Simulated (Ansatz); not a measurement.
Amorphous Al$_{28}$O$_{42}$W

It comes from a melt-quench run on a machine-learned potential (CHGNet), relaxed afterwards by DFT. O atoms were pushed apart under 1.9 Å during the dynamics, to hinder bonds among them. The hot cell started wider than the set density and was brought back towards it in steps. It is the lowest in DFT energy of 2 quenches. It is a model cell: composition and starting density were chosen by hand, and all elements were melted together. No dispersion term was used.

Method: PBE, scalar-relativistic without spin-orbit coupling (plane waves to 420 eV, PAW; Ansatz, a first-principles code). Geometry, pressure, stress and energy are those of the PBE run. Its sampling: a 2×2×2 Γ-centred mesh; Fermi-Dirac width 0.01 eV; collinear spin, started from moments on atoms (at the end a net moment of 2.1 μB). The usual formal charges leave 6 electrons over, so the level spacing at the Fermi energy parts defect or band states and needn't be the band gap. In the spin-polarised cell the level spacing at the Fermi energy can part levels of unlike spin. At PBE the levels at the empty edge of the gap are localised (band-tail or defect states), and the nearest spread-out levels lie 1.4 eV apart at the zone centre. The spare electrons fill defect levels or the bottom of the conduction band, and the levels at the Fermi energy are partly filled.

```yaml
number_of_atoms_in_the_cell: 71
Density (held, not predicted): 3.43 g/cm³
volume_per_atom: 10.99 Å³
Pressure on a 2×2×2 Γ-centred mesh: 4.95 GPa
Largest force and stress component on that mesh (the relaxation ran on the zone centre alone): 0.41 eV/Å and 6.6 GPa
Energy relative to corundum + bcc W (lowest mix at this level among the phases computed, not always the ambient ones): 28.5 kJ/mol of atoms
Level spacing at the Fermi energy on a 2×2×2 Γ-centred mesh (PBE): within the smearing (under twice its width)
net_moment: 2.15 μB
```

Cut-offs for bonds: Al-Al 2.66 Å, Al-O 2.28 Å, Al-W 2.85 Å, O-O 1.58 Å, O-W 2.51 Å, W-W 3.04 Å. Two cations that share two anions don't count as bonded, nor two that share one unless they lie closer than Al-Al 2.59 Å, Al-W 2.77 Å, W-W 2.95 Å.

```
Property                                                                                              Result
---------------------------------  -------------------------------------------------------------------------
Mean coordination of Al by anions  4.50 (14 with 4, 14 with 5); 1 close contacts or bonds to cations besides
Mean coordination of O                                                  3.12 (1 with 2, 35 with 3, 6 with 4)
Mean coordination of W by anions               5.00 (1 with 5); 1 close contacts or bonds to cations besides
Mean Al-O bond                                                         1.841 Å (spread 0.080 Å, 126 counted)
Mean O-W bond                                                            2.129 Å (spread 0.120 Å, 5 counted)
```

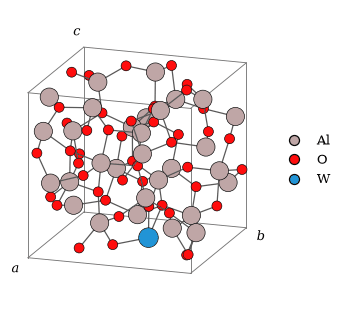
Figure. The relaxed cell

Its density started from a set value of 3.43 g/cm³. Cooling (nominally 340 K/ps over its main leg) ran many orders faster than in experiment, which tends to leave more defects and strain. One small periodic cell is one sample of the glass; other quenches scatter about these values. The volume was held where the preparation left it, at a PBE pressure of 4.9 GPa. Stress components on the final sampling reach 6.6 GPa. On a 2×2×2 Γ-centred mesh force components of up to 0.41 eV/Å stay, since the relaxation ran on the zone centre alone.
